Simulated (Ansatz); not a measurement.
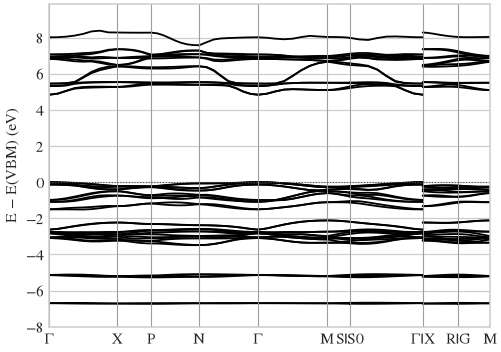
Figure: Band structure from the program Ansatz at the PBEsol with spin–orbit coupling level (PAW)

Problem. Read off the gap and where the band edges lie.

Solution. About 4.8 eV (4.84 eV by a search for the band edges); maximum at Γ, minimum at Γ.

The material is CsLiWO$_{4}$ in space group I-4 (No. 82; Cs on 2a, Li on 2c, W on 2b, O on 8g).

The workflow started from a Materials Project entry (that database holds measured and hypothetical structures alike); the Crystallography Open Database copy checked does not list it. Whether it is the stable phase at ambient conditions was not checked. The PBEsol relaxation kept the symmetry of its start; its stability against distortions is not shown here. No spin polarisation was allowed. No Hubbard U is applied.

Potentials: the later of the program's two PAW sets.
